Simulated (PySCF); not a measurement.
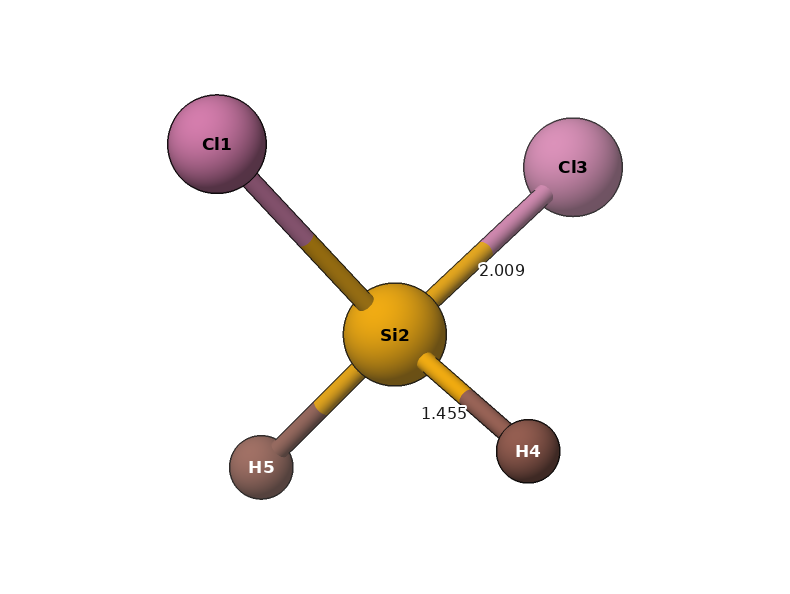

Bond lengths are marked in Å; every bond is drawn as one stick. The geometry was computed by an optimisation with GFN2-xTB. No frequency run is at hand to confirm it as a minimum.

> Which of the marked bonds are single, double, triple or aromatic?

Si2–Cl3 single; Si2–H4 single.

> Write the SMILES.

Cl[SiH2]Cl
